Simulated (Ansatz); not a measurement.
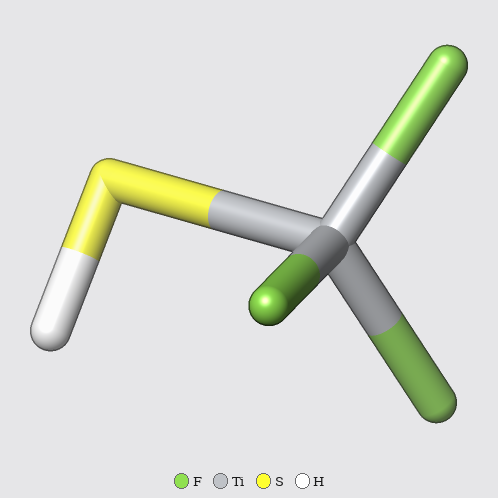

Stick drawing of a structure.

The species is neutral and a spin singlet. Computed geometry: PBE0-D4/def2-TZVP optimisation.

> Count the atoms of each element.

F3HSTi, 6 atoms: 3 fluorine, 1 hydrogen, 1 sulfur and 1 titanium.

> Give a SMILES string for it.

[F][Ti]([F])([F])[SH]

> How many bonds of each kind are drawn?

3 F–Ti, 1 S–Ti, 1 S–H.

> How many atoms are distinct by symmetry?

5: 2 F, 1 Ti, 1 F, 1 S, 1 H.

More results for the same structure follow; atom numbers are the same in all pictures, views and colours differ.

### Geometry

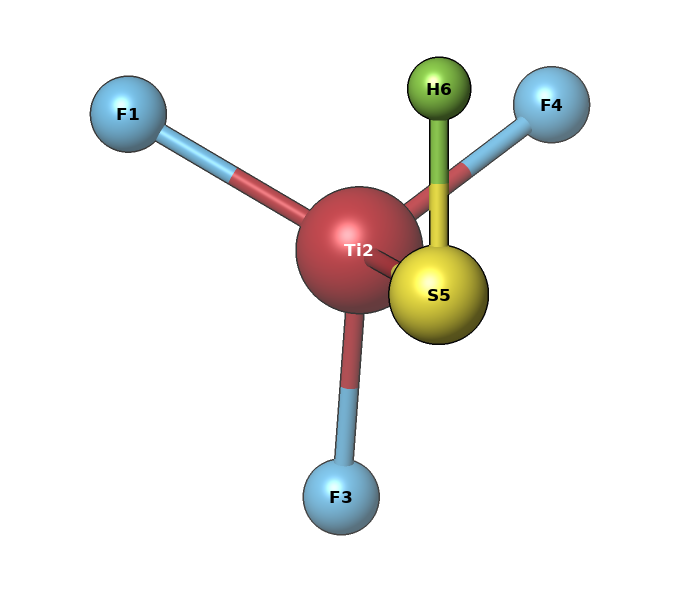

Ti2 lies behind S5. The molecule seen a little off the S5–Ti2 bond, S5 in front. Distant atoms are faded towards the background colour.

> What is the torsion angle H6–S5–Ti2–F1? The sign is positive where the front bond must turn clockwise to cover the back bond.

−59°, synclinal (gauche).

### Charges

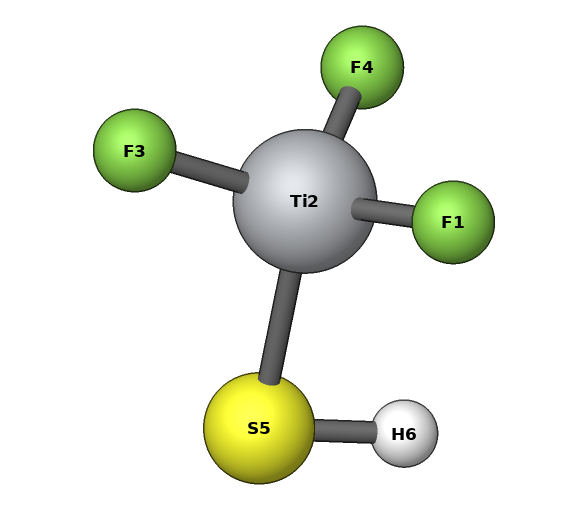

The questions are on Mulliken charges. Method: RKS PBE0-D4/def2-TZVP (Ansatz 0.2.0).

Give the Mulliken charges atom by atom.

```json
{"atom": "F1", "value (e)": "−0.42"}
{"atom": "Ti2", "value (e)": "1.46"}
{"atom": "F3", "value (e)": "−0.42"}
{"atom": "F4", "value (e)": "−0.42"}
{"atom": "S5", "value (e)": "−0.40"}
{"atom": "H6", "value (e)": "0.20"}
```

### Vibrations

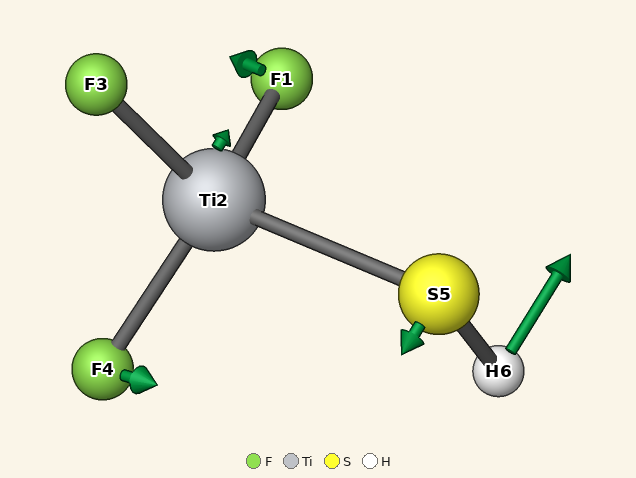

The arrows show one normal mode. Harmonic vibrations computed with RKS PBE0-D4/def2-TZVP (Ansatz 0.2.0) at a stationary point of the same level.

> What kind of motion is it?

Mostly F–Ti–S bending.

> Estimate its harmonic wavenumber.

171 cm⁻¹; it is mode 3 of 12 counted from the lowest.

### Electronic properties

Method: RKS PBE0-D4/def2-QZVPP (Ansatz 0.2.0).

Computed properties:

- HOMO energy (Kohn–Sham orbital): −8.42 eV
- LUMO energy (Kohn–Sham orbital): −3.16 eV
- HOMO–LUMO gap: 5.26 eV

Mulliken values depend strongly on the basis set and can even reverse the polarity of a bond.
